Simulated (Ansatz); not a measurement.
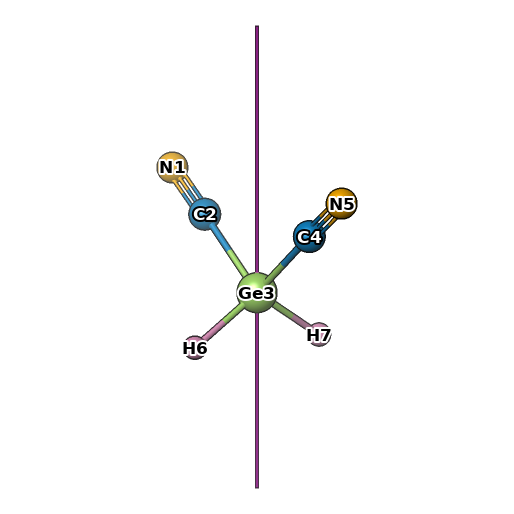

A line through the centre of mass is drawn in. Depth is shown by fading: the farther an atom, the more it takes the colour of the background. The computed structure is the end point of a PBE-D4/def2-SVP optimisation. No frequency run is at hand to confirm it as a minimum.

**Is the line a proper rotation axis of the structure, and of what order?**

Yes, a C2 axis. A turn by 180° leaves Ge3 in place and moves N1 ↔ N5; C2 ↔ C4; H6 ↔ H7. The point group is C2v.
